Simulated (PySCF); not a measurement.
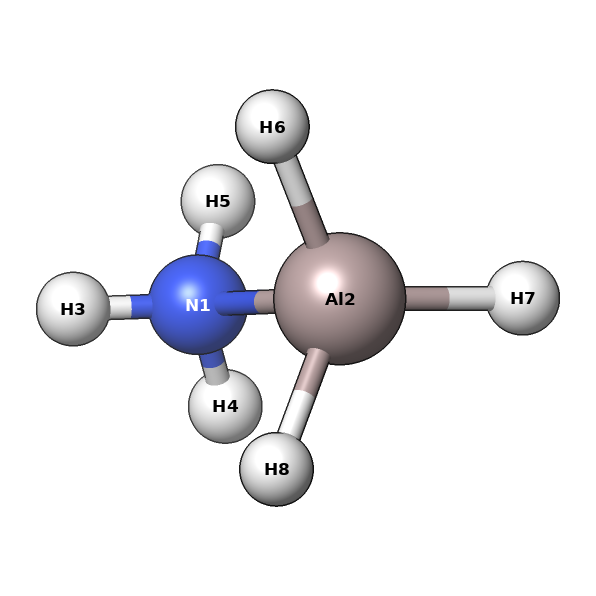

The computed structure is the end point of a PBE0-D3(BJ)/def2-SVP optimisation. No frequency run is at hand to confirm it as a minimum. Properties computed with B3LYP/def2-TZVP indirect spin-spin coupling, non-relativistic, gas phase (PySCF 2.14.0). Isotopes: 27Al, 1H, 15N.

Give the spin–spin coupling constants of these pairs, with the number of bonds between them: N1/H8, N1/H7, H4/H6, H5/H8.

```json
{"pair": "N1, H8", "bonds apart": "2", "J (Hz)": "−5.8"}
{"pair": "N1, H7", "bonds apart": "2", "J (Hz)": "−5.7"}
{"pair": "H4, H6", "bonds apart": "3", "J (Hz)": "5.1"}
{"pair": "H5, H8", "bonds apart": "3", "J (Hz)": "5.0"}
```
